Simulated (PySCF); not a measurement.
```yaml
atoms:
  - { symbol: Al, position_ang: [0.0000, 0.0000, -1.2865] }
  - { symbol: Al, position_ang: [0.0000, 0.0000, 1.2865] }
```

Method: PBE0/aug-pcseg-1, non-relativistic, at a bond length of 2.573 Å (PySCF).

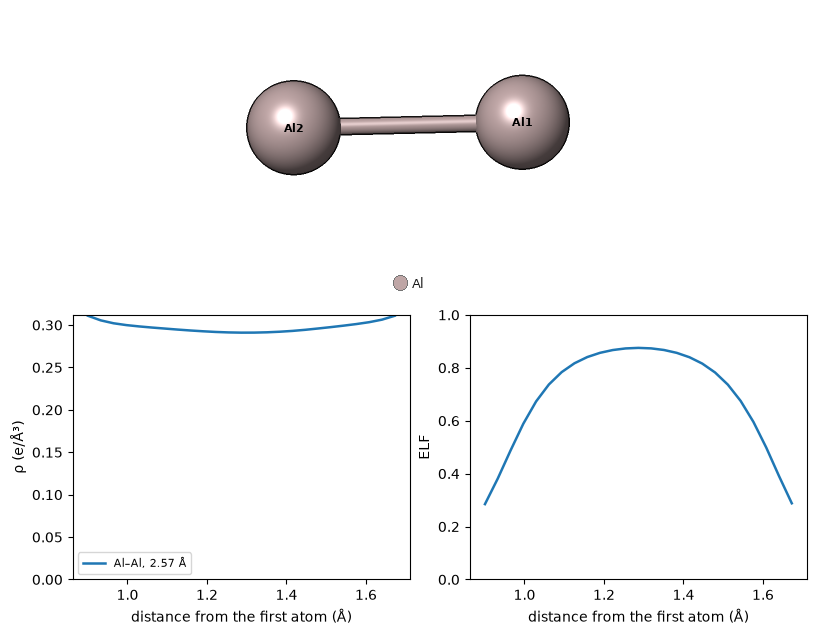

Al$_{2}$ (charge −1, quartet). Total electron density and electron localisation function along straight lines between neighbouring atoms. The curves leave out the atomic cores. The structure is drawn too.

What kind of bonding do the profiles show?

Answer. Al–Al (2.57 Å): ρ at the midpoint is about 0.29 e/Å³; the ELF peaks at about 0.90 between the atoms; a shared electron pair.
